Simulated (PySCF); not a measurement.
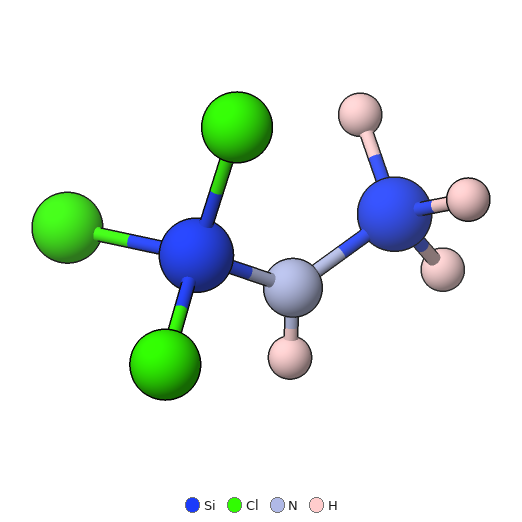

The geometry was computed by an optimisation with PBE0-D3(BJ)/def2-SVP. No frequency run is at hand to confirm it as a minimum. Properties computed with KT2/pcSseg-1, gas phase (PySCF 2.14.0).

Predict the main results.

The species is Cl3H4NSi2 (`[SiH3]N[Si](Cl)(Cl)Cl`).
- dipole moment: 2.20 D
- HOMO energy (Kohn–Sham orbital): −7.03 eV
- LUMO energy (Kohn–Sham orbital): −1.37 eV
- HOMO–LUMO gap: 5.66 eV
